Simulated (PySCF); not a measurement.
# C$_{4}$H$_{10}$FNSi: what the fields show

```json
{"atom": "C", "x (Å)": "-2.7693", "y (Å)": "-0.9471", "z (Å)": "-0.9257"}
{"atom": "N", "x (Å)": "-1.8234", "y (Å)": "-0.1905", "z (Å)": "-0.6267"}
{"atom": "Si", "x (Å)": "-0.3783", "y (Å)": "-0.3350", "z (Å)": "0.2987"}
{"atom": "C", "x (Å)": "1.0296", "y (Å)": "-0.0031", "z (Å)": "-0.9377"}
{"atom": "C", "x (Å)": "2.4060", "y (Å)": "-0.0285", "z (Å)": "-0.2812"}
{"atom": "C", "x (Å)": "-0.5545", "y (Å)": "1.1395", "z (Å)": "1.5168"}
{"atom": "F", "x (Å)": "0.5637", "y (Å)": "1.2357", "z (Å)": "2.3226"}
{"atom": "H", "x (Å)": "-3.5605", "y (Å)": "-0.5777", "z (Å)": "-1.5735"}
{"atom": "H", "x (Å)": "-2.8766", "y (Å)": "-1.9788", "z (Å)": "-0.5811"}
{"atom": "H", "x (Å)": "-0.1293", "y (Å)": "-1.5563", "z (Å)": "1.0798"}
{"atom": "H", "x (Å)": "0.8740", "y (Å)": "0.9701", "z (Å)": "-1.4062"}
{"atom": "H", "x (Å)": "1.0017", "y (Å)": "-0.7397", "z (Å)": "-1.7420"}
{"atom": "H", "x (Å)": "2.4614", "y (Å)": "0.7010", "z (Å)": "0.5222"}
{"atom": "H", "x (Å)": "2.6144", "y (Å)": "-1.0095", "z (Å)": "0.1394"}
{"atom": "H", "x (Å)": "3.1841", "y (Å)": "0.2027", "z (Å)": "-1.0069"}
{"atom": "H", "x (Å)": "-0.6430", "y (Å)": "2.0977", "z (Å)": "1.0002"}
{"atom": "H", "x (Å)": "-1.4069", "y (Å)": "1.0315", "z (Å)": "2.1912"}
```

Geometry: GFN2-xTB.

The calculation used CAM-B3LYP/def2-SVPD, SCF density, gas phase in PySCF.

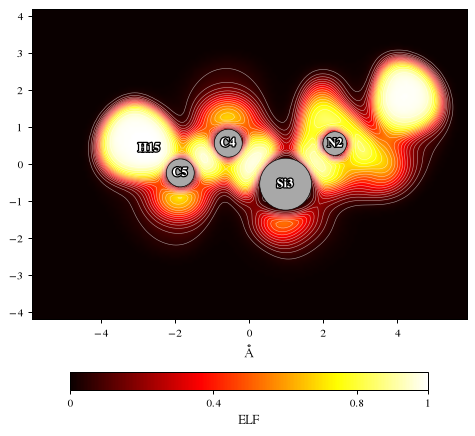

Figure 1. ELF on the plane of atoms N2, Si3 and C4. Grey discs cover the atomic cores.

Interpret the plot.

The plane passes through N, Si, C and H nuclei.
C–C (1.53 Å): the ELF peaks at about 0.95 between the atoms (a shared electron pair).
Si–N (1.72 Å): the ELF peaks at about 0.95 between the atoms, as expected for a shared but strongly polarised pair.
C–Si (1.90 Å): the ELF peaks at about 1 between the atoms: a covalent bond.
C–H (1.09 Å): the ELF climbs to about 1 towards the hydrogen, as it does in any bond to H (an ordinary covalent bond to hydrogen).
The ELF also peaks beside N2, away from the bonds: lone-pair regions.

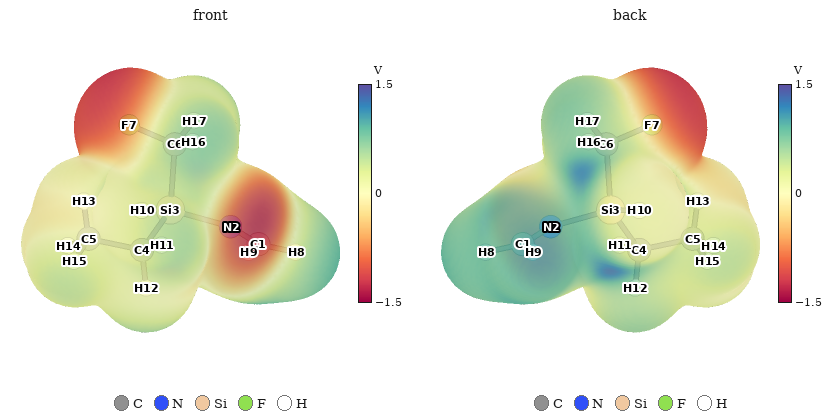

Figure 2. The molecular electrostatic potential painted on the density surface at 0.002 e/bohr³, seen from the front and from behind; the colour scale runs from red (negative) to blue (positive).

Where is the surface potential most negative and most positive?

The most negative region (about −1.2 V, or −28 kcal/mol for a unit charge) lies over N2 and F7, the most positive (about +1.2 V, or +28 kcal/mol for a unit charge) over Si3.

What dipole moment does the calculation give?

Its dipole moment is 2.58 D.
